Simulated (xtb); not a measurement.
**Geometry relaxation, with input and output: C$_{2}$H$_{8}$Si (part 2 of 2)**

The same run, continued: C$_{2}$H$_{8}$Si; GFN2-xTB (xtb 6.7.1 later snapshot). The geometry comes from this level: PBE0-D4/def2-TZVP.

Geometry of the input (Å):
```
C  -1.0502  0.9672  -0.6612
Si -0.3092  -0.6532  -0.0876
C  1.3466  -0.3923  0.7457
H  -2.0158  0.8069  -1.1461
H  -0.3917  1.4646  -1.3778
H  -1.2049  1.6449  0.1821
H  -0.1399  -1.5642  -1.2561
H  -1.2451  -1.3193  0.8633
H  2.0582  0.0752  0.0604
H  1.7726  -1.3420  1.0774
H  1.2448  0.2552  1.6203
```

### The program's output, continued
```
 ANCopt (total)                0 d,  0 h,  0 min,  0.028 sec
 optimizer setup                ...        0 min,  0.000 sec (  0.344%)
 model hessian                  ...        0 min,  0.001 sec (  4.855%)
 ANC generation                 ...        0 min,  0.000 sec (  0.933%)
 coordinate transformation      ...        0 min,  0.000 sec (  0.175%)
 single point calculation       ...        0 min,  0.023 sec ( 81.804%)
 optimization log               ...        0 min,  0.000 sec (  1.746%)
 hessian update                 ...        0 min,  0.000 sec (  0.218%)
 rational function              ...        0 min,  0.001 sec (  1.834%)

================
 final structure:
================
11
 xtb: 6.7.1
C           -1.05118644629547        0.97031581818821       -0.66210323748073
Si          -0.32706965692348       -0.69010187405982       -0.09266916090385
C            1.34957095145529       -0.39144090499168        0.74713136216324
H           -2.01269471802977        0.83206646431111       -1.14741826854136
H           -0.39545382931932        1.46807304273423       -1.37127858675976
H           -1.20154014856575        1.64677299846568        0.17484121804833
H           -0.14594212860974       -1.57245412186207       -1.25386676009671
H           -1.24754643727896       -1.32838851506138        0.85866951689564
H            2.05672471341290        0.07728488702360        0.06823028790001
H            1.79001471198921       -1.32487668545295        1.08454604078590
H            1.25052298816510        0.25574889070508        1.61431758798929

 Bond Distances (Angstroems)
 ---------------------------
C1-Si2=1.8988        C1-H4=1.0859         C1-H5=1.0866         C1-H6=1.0866         Si2-C1=1.8988        Si2-C3=1.8988
Si2-H7=1.4696        Si2-H8=1.4696        C3-Si2=1.8988        C3-H9=1.0866         C3-H10=1.0859        C3-H11=1.0866
H4-C1=1.0859         H5-C1=1.0866         H6-C1=1.0866         H7-Si2=1.4696        H8-Si2=1.4696        H9-C3=1.0866
H10-C3=1.0859        H11-C3=1.0866
 C  H  Rav=1.0864 sigma=0.0003  Rmin=1.0859  Rmax=1.0866     6
 Si H  Rav=1.4696 sigma=0.0000  Rmin=1.4696  Rmax=1.4696     2
 Si C  Rav=1.8988 sigma=0.0000  Rmin=1.8988  Rmax=1.8988     2

 selected bond angles (degree)
 --------------------
H4-C1-Si2=111.12               H5-C1-Si2=111.48               H5-C1-H4=107.52                H6-C1-Si2=111.48
H6-C1-H4=107.52                H6-C1-H5=107.52                C3-Si2-C1=109.38               H7-Si2-C1=109.58
H7-Si2-C3=109.58               H8-Si2-C1=109.58               H8-Si2-C3=109.58               H8-Si2-H7=109.14
H9-C3-Si2=111.48               H10-C3-Si2=111.12              H10-C3-H9=107.52               H11-C3-Si2=111.48
H11-C3-H9=107.52               H11-C3-H10=107.52

 selected dihedral angles (degree)
 ---------------------------------
C3-Si2-C1-H4=180.01           C3-Si2-C1-H5= 60.09           C3-Si2-C1-H6=299.92           H7-Si2-C1-H4= 59.87
H7-Si2-C1-H5=299.95           H7-Si2-C1-H6=179.79           H8-Si2-C1-H4=300.14           H8-Si2-C1-H5=180.22
H8-Si2-C1-H6= 60.06           H9-C3-Si2-C1=299.92           H9-C3-Si2-H7= 60.06           H9-C3-Si2-H8=179.79
H10-C3-Si2-C1=180.01          H10-C3-Si2-H7=300.14          H10-C3-Si2-H8= 59.87          H11-C3-Si2-C1= 60.09
H11-C3-Si2-H7=180.22          H11-C3-Si2-H8=299.95
           -------------------------------------------------
          |                Final Singlepoint                |
           -------------------------------------------------

          ...................................................
          :                      SETUP                      :
          :.................................................:
          :  # basis functions                  26          :
          :  # atomic orbitals                  25          :
          :  # shells                           15          :
          :  # electrons                        20          :
          :  max. iterations                   250          :
          :  Hamiltonian                  GFN2-xTB          :
          :  restarted?                      false          :
          :  GBSA solvation                  false          :
          :  PC potential                    false          :
          :  electronic temp.          300.0000000     K    :
          :  accuracy                    1.0000000          :
          :  -> integral cutoff          0.2500000E+02      :
          :  -> integral neglect         0.1000000E-07      :
          :  -> SCF convergence          0.1000000E-05 Eh   :
          :  -> wf. convergence          0.1000000E-03 e    :
          :  Broyden damping             0.4000000          :
          :  net charge                          0          :
          :  unpaired electrons                  0          :
          ...................................................

 iter      E             dE          RMSdq      gap      omega  full diag
   1    -10.2216458 -0.102216E+02  0.660E-05    6.47       0.0  T
   2    -10.2216458 -0.388134E-11  0.282E-05    6.47    1070.0  T
   3    -10.2216458 -0.389022E-12  0.304E-05    6.47     993.3  T

   *** convergence criteria satisfied after 3 iterations ***

         #    Occupation            Energy/Eh            Energy/eV
      -------------------------------------------------------------
         1        2.0000           -0.7175707             -19.5261
       ...           ...                  ...                  ...
         4        2.0000           -0.4666849             -12.6991
         5        2.0000           -0.4656953             -12.6722
         6        2.0000           -0.4593006             -12.4982
         7        2.0000           -0.4585890             -12.4788
         8        2.0000           -0.4172332             -11.3535
         9        2.0000           -0.4050692             -11.0225
        10        2.0000           -0.3967048             -10.7949 (HOMO)
        11                         -0.1590942              -4.3292 (LUMO)
        12                         -0.1545613              -4.2058
        13                         -0.1460617              -3.9745
        14                         -0.0533004              -1.4504
        15                         -0.0468363              -1.2745
       ...                                ...                  ...
        25                          0.7181893              19.5429
      -------------------------------------------------------------
                  HL-Gap            0.2376106 Eh            6.4657 eV
             Fermi-level           -0.2778995 Eh           -7.5620 eV

 SCC (total)                   0 d,  0 h,  0 min,  0.004 sec
 SCC setup                      ...        0 min,  0.000 sec (  1.825%)
 Dispersion                     ...        0 min,  0.000 sec (  0.892%)
 classical contributions        ...        0 min,  0.000 sec (  0.327%)
 integral evaluation            ...        0 min,  0.001 sec ( 17.610%)
 iterations                     ...        0 min,  0.001 sec ( 33.609%)
 molecular gradient             ...        0 min,  0.002 sec ( 41.742%)
 printout                       ...        0 min,  0.000 sec (  3.488%)

         :::::::::::::::::::::::::::::::::::::::::::::::::::::
         ::                     SUMMARY                     ::
         :::::::::::::::::::::::::::::::::::::::::::::::::::::
         :: total energy             -10.075546506565 Eh    ::
         :: gradient norm              0.000048784843 Eh/a0 ::
         :: HOMO-LUMO gap              6.465714793417 eV    ::
         ::.................................................::
         :: SCC energy               -10.221641199304 Eh    ::
         :: -> isotropic ES            0.016059841318 Eh    ::
         :: -> anisotropic ES          0.005008222587 Eh    ::
         :: -> anisotropic XC          0.006087196007 Eh    ::
         :: -> dispersion             -0.004946788381 Eh    ::
         :: repulsion energy           0.146094692739 Eh    ::
         :: add. restraining           0.000000000000 Eh    ::
         :: total charge              -0.000000000000 e     ::
         :::::::::::::::::::::::::::::::::::::::::::::::::::::

           -------------------------------------------------
          |                Property Printout                |
           -------------------------------------------------

    * Orbital Energies and Occupations

         #    Occupation            Energy/Eh            Energy/eV
      -------------------------------------------------------------
         1        2.0000           -0.7175707             -19.5261
         2        2.0000           -0.5671318             -15.4324
         3        2.0000           -0.5492541             -14.9460
         4        2.0000           -0.4666849             -12.6991
         5        2.0000           -0.4656953             -12.6722
         6        2.0000           -0.4593006             -12.4982
         7        2.0000           -0.4585890             -12.4788
         8        2.0000           -0.4172332             -11.3535
         9        2.0000           -0.4050692             -11.0225
        10        2.0000           -0.3967048             -10.7949 (HOMO)
        11                         -0.1590942              -4.3292 (LUMO)
        12                         -0.1545613              -4.2058
        13                         -0.1460617              -3.9745
        14                         -0.0533004              -1.4504
        15                         -0.0468363              -1.2745
        16                          0.1560150               4.2454
        17                          0.2030376               5.5249
        18                          0.2157137               5.8699
        19                          0.2243191               6.1040
        20                          0.2383425               6.4856
        21                          0.2455252               6.6811
       ...                                ...                  ...
        25                          0.7181893              19.5429
      -------------------------------------------------------------
                  HL-Gap            0.2376106 Eh            6.4657 eV
             Fermi-level           -0.2778995 Eh           -7.5620 eV

     #   Z          covCN         q      C6AA      α(0)
     1   6          3.650    -0.199    24.806     7.154
     2  14          3.583     0.449    99.643    19.188
     3   6          3.650    -0.199    24.806     7.154
     4   1          0.925     0.019     2.755     2.596
     5   1          0.925     0.026     2.643     2.542
     6   1          0.925     0.026     2.643     2.542
     7   1          0.917    -0.096     5.417     3.640
     8   1          0.917    -0.096     5.417     3.640
     9   1          0.925     0.026     2.643     2.542
    10   1          0.925     0.019     2.755     2.596
    11   1          0.925     0.026     2.643     2.542

 Mol. C6AA /au·bohr⁶  :       1168.114074
 Mol. C8AA /au·bohr⁸  :      34850.986384
 Mol. α(0) /au        :         56.137806

Wiberg/Mayer (AO) data.
largest (>0.10) Wiberg bond orders for each atom

 ---------------------------------------------------------------------------
     #   Z sym  total        # sym  WBO       # sym  WBO       # sym  WBO
 ---------------------------------------------------------------------------
     1   6      3.977 --     4      0.994     6      0.989     5      0.989
                             2      0.914
     2  14      3.651 --     3      0.914     1      0.914     7      0.892
                             8      0.892
     3   6      3.977 --    10      0.994     9      0.989    11      0.989
                             2      0.914
     4   1      1.000 --     1      0.994
     5   1      0.999 --     1      0.989
     6   1      0.999 --     1      0.989
     7   1      0.991 --     2      0.892
     8   1      0.991 --     2      0.892
     9   1      0.999 --     3      0.989
    10   1      1.000 --     3      0.994
    11   1      0.999 --     3      0.989
 ---------------------------------------------------------------------------

Topologies differ in total number of bonds
Writing topology from bond orders to xtbtopo.mol

molecular dipole:
                 x           y           z       tot (Debye)
 q only:       -0.061      -0.126      -0.017
   full:        0.077       0.159       0.022       0.453
molecular quadrupole (traceless):
                xx          xy          yy          xz          yz          zz
 q only:       -0.411       0.536       0.248      -0.521       0.306       0.163
  q+dip:       -0.197       0.008      -0.374      -0.564       0.148       0.571
   full:        0.135      -0.295      -0.318       0.020      -0.099       0.183

           -------------------------------------------------
          |                Geometry Summary                 |
           -------------------------------------------------

      molecular mass/u    :       60.1704965
   center of mass at/Å    :       -0.0915277      -0.2056570      -0.0258124
  moments of inertia/u·Å² :        0.3134953E+02   0.8590486E+02   0.1052798E+03
rotational constants/cm⁻¹ :        0.5377315E+00   0.1962361E+00   0.1601223E+00

 * 10 selected distances

     #   Z          #   Z                                           value/Å
     1   6          2  14                                         1.8988386 (max)
     2  14          3   6                                         1.8988385
     1   6          4   1                                         1.0858830 (min)
     1   6          5   1                                         1.0865898
     1   6          6   1                                         1.0865895
     2  14          7   1                                         1.4696030
     2  14          8   1                                         1.4696030
     3   6          9   1                                         1.0865897
     3   6         10   1                                         1.0858830
     3   6         11   1                                         1.0865898

 * 3 distinct bonds (by element types)

   Z      Z             #   av. dist./Å        max./Å        min./Å
   1 H    6 C           6     1.0863541     1.0865898     1.0858830
   1 H   14 Si          2     1.4696030     1.4696030     1.4696030
   6 C   14 Si          2     1.8988385     1.8988386     1.8988385

optimized geometry written to: xtbopt.xyz

           -------------------------------------------------
          | TOTAL ENERGY              -10.075546506565 Eh   |
          | GRADIENT NORM               0.000048784843 Eh/α |
          | HOMO-LUMO GAP               6.465714793417 eV   |
           -------------------------------------------------

------------------------------------------------------------------------
------------------------------------------------------------------------
 total:
 *  cpu-time:     0 d,  0 h,  0 min,  0.049 sec
 * ratio c/w:     0.992 speedup
 SCF:
 *  cpu-time:     0 d,  0 h,  0 min,  0.006 sec
 * ratio c/w:     0.985 speedup
 ANC optimizer:
 *  cpu-time:     0 d,  0 h,  0 min,  0.032 sec
 * ratio c/w:     0.994 speedup
```

### Standard error
```
normal termination of xtb
```

### Trajectory as extended XYZ (Å, eV, eV/Å), 6 frames, from step=0 to step=5
```
11
Properties=species:S:1:pos:R:3 step=0 energy=-274.13842
C    -1.0502    0.9672   -0.6612
Si   -0.3092   -0.6532   -0.0876
C     1.3466   -0.3923    0.7457
H    -2.0158    0.8069   -1.1461
H    -0.3917    1.4646   -1.3778
H    -1.2049    1.6449    0.1821
H    -0.1399   -1.5642   -1.2561
H    -1.2451   -1.3193    0.8633
H     2.0582    0.0752    0.0604
H     1.7726   -1.3420    1.0774
H     1.2448    0.2552    1.6203
11
Properties=species:S:1:pos:R:3 step=1 energy=-274.16724
C    -1.0506    0.9674   -0.6614
Si   -0.3240   -0.6837   -0.0918
C     1.3470   -0.3925    0.7459
H    -2.0127    0.8252   -1.1466
H    -0.4022    1.4725   -1.3747
H    -1.2078    1.6511    0.1705
H    -0.1420   -1.5699   -1.2582
H    -1.2485   -1.3248    0.8638
H     2.0635    0.0741    0.0728
H     1.7848   -1.3288    1.0822
H     1.2578    0.2524    1.6179
11
Properties=species:S:1:pos:R:3 step=2 energy=-274.16946
C    -1.0525    0.9703   -0.6628
Si   -0.3257   -0.6872   -0.0923
C     1.3503   -0.3926    0.7477
H    -2.0141    0.8298   -1.1479
H    -0.3999    1.4705   -1.3733
H    -1.2055    1.6491    0.1719
H    -0.1458   -1.5708   -1.2525
H    -1.2462   -1.3270    0.8578
H     2.0607    0.0750    0.0712
H     1.7891   -1.3274    1.0843
H     1.2550    0.2533    1.6164
11
Properties=species:S:1:pos:R:3 step=3 energy=-274.16956
C    -1.0517    0.9707   -0.6624
Si   -0.3271   -0.6901   -0.0927
C     1.3501   -0.3917    0.7474
H    -2.0131    0.8308   -1.1475
H    -0.3959    1.4679   -1.3718
H    -1.2022    1.6466    0.1748
H    -0.1446   -1.5706   -1.2545
H    -1.2471   -1.3264    0.8598
H     2.0570    0.0767    0.0682
H     1.7893   -1.3260    1.0843
H     1.2506    0.2552    1.6147
11
Properties=species:S:1:pos:R:3 step=4 energy=-274.16959
C    -1.0516    0.9706   -0.6623
Si   -0.3268   -0.6896   -0.0926
C     1.3500   -0.3916    0.7474
H    -2.0131    0.8318   -1.1476
H    -0.3959    1.4683   -1.3716
H    -1.2020    1.6470    0.1746
H    -0.1460   -1.5722   -1.2536
H    -1.2473   -1.3282    0.8585
H     2.0572    0.0770    0.0684
H     1.7900   -1.3254    1.0846
H     1.2509    0.2554    1.6146
11
Properties=species:S:1:pos:R:3 step=5 energy=-274.16959
C    -1.0512    0.9703   -0.6621
Si   -0.3271   -0.6901   -0.0927
C     1.3496   -0.3914    0.7471
H    -2.0127    0.8321   -1.1474
H    -0.3955    1.4681   -1.3713
H    -1.2015    1.6468    0.1748
H    -0.1459   -1.5724   -1.2539
H    -1.2475   -1.3284    0.8587
H     2.0567    0.0773    0.0682
H     1.7900   -1.3249    1.0845
H     1.2505    0.2557    1.6143
```

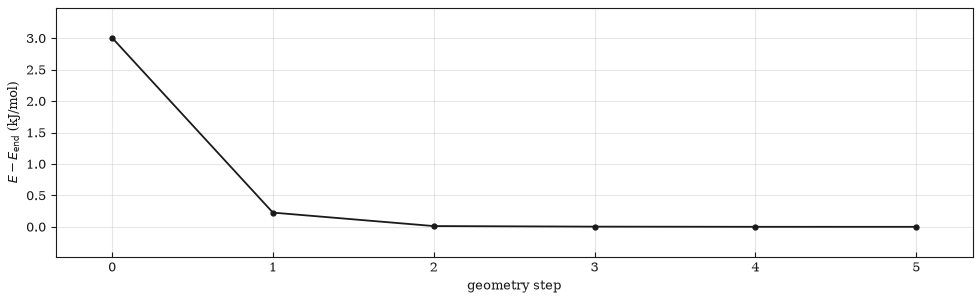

Fig. 1: Progress of the relaxation, step by step (steps are counted from 0).

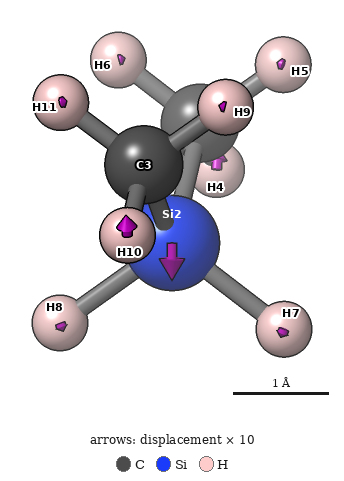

Fig. 2: The starting structure with the displacements as pink arrows, magnified 10 times (ball-and-stick view, seen at an oblique angle). The two geometries are laid on each other by the best rigid fit. The largest move after the best rigid fit is that of Si2, 0.041 Å. Largest moves by element: Si 0.041 Å, H 0.025 Å, C 0.003 Å. Distances before and after: C1–Si2 1.872 → 1.899 Å, Si2–H7 1.491 → 1.470 Å, C1–H4 1.092 → 1.086 Å. Among the angles that change: C1–Si2–C3 111.5° → 109.4°. Over 5 geometry steps the energy falls by 3.01 kJ/mol. (Atoms are counted from 1 in the order of the input.)

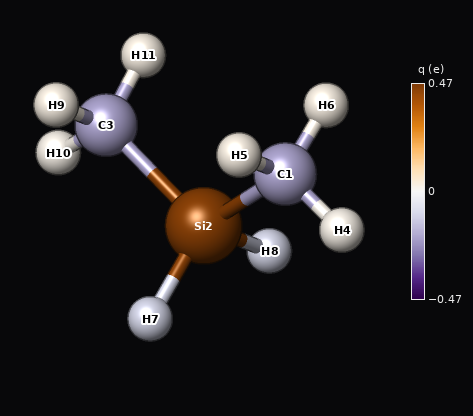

Fig. 3: Mulliken charges, as the colour of each atom (ball-and-stick view, seen at a tilt; atoms are numbered from 1 in the order of the input). By element: C −0.20, Si +0.45 and H −0.10 to +0.03 e.

### Results in brief

| quantity | value |
| --- | --- |
| outcome | converged |
| electrons treated | 20 |
| total energy | −10.075547 hartree |
| dispersion energy | −0.004947 hartree |
| basis functions | 26 |
| HOMO | −10.79 eV |
| LUMO | −4.33 eV |
| dipole moment | 0.45 D |
| peak memory | 0.077 GiB |
